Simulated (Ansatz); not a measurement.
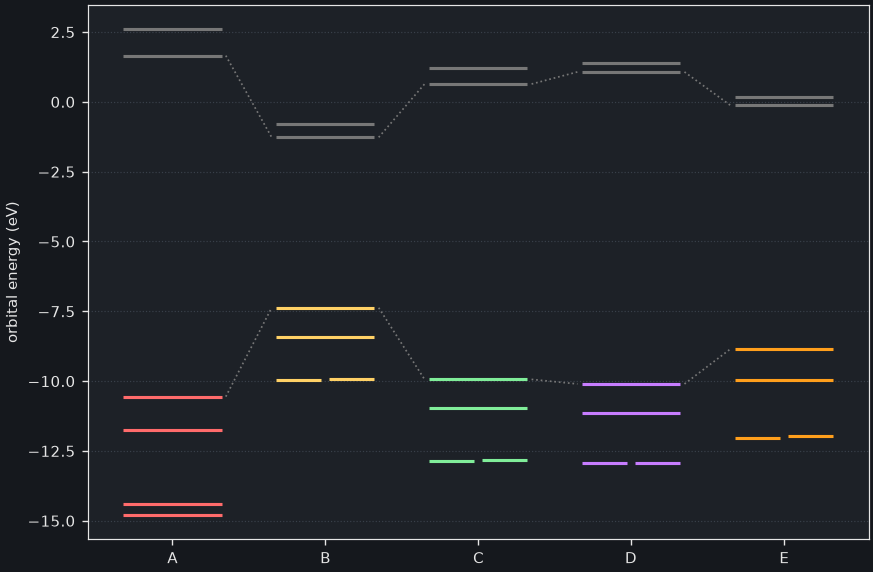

Frontier orbital energies of HfH₂SOF₂, SMILES [OH][Hf]([F])([F])[SH], singlet at one geometry, def2-TZVPP, the Ansatz code 0.2.0, at a PBE0-D4/def2-TZVP geometry (a minimum by its frequencies). Empty levels are grey, levels within 0.1 eV stand side by side; all columns show the same few orbitals around the gap. Dotted lines join the HOMOs and the LUMOs.

**The columns come from BHLYP, HF, HSE06, ωB97M-V and ωB97X-V. Which is which?**

A: HF (HOMO −10.56, LUMO 1.65, separation 12.21 eV)
B: HSE06 (HOMO −7.37, LUMO −1.27, separation 6.10 eV)
C: ωB97M-V (HOMO −9.94, LUMO 0.64, separation 10.58 eV)
D: ωB97X-V (HOMO −10.10, LUMO 1.07, separation 11.17 eV)
E: BHLYP (HOMO −8.85, LUMO −0.12, separation 8.73 eV)

Caveats, for all or some of the runs: core potentials past krypton; empty levels above zero depend strongly on the basis; spin-orbit coupling is left out, and with Hf it can shift these levels and split any degenerate set.
